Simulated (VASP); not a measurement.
Band structure of YC (relaxed from the zinc blende structure, space group F-43m). Computed with PBEsol GGA, VASP's PBE PAW potentials (set 64) (plane waves; VASP).

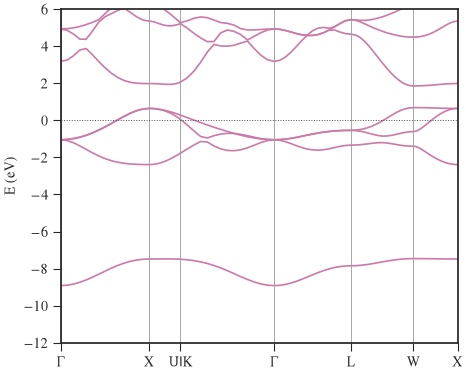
Fig. 1. Bands along high-symmetry lines, zero at the valence-band maximum or, without a gap, the Fermi level

### Question
Read the plot: is there a gap, and where are the band edges?

### Answer
It has no gap at this level: it comes out as a metal or semimetal. (Edges off the drawn lines would not show.)

The structure was generated: YC was put into the zinc blende type (F-43m), which need not be its known phase. It was relaxed first, which changed the volume by -33 %. The electron count is odd and the run is not spin-polarised, which forces a metal.
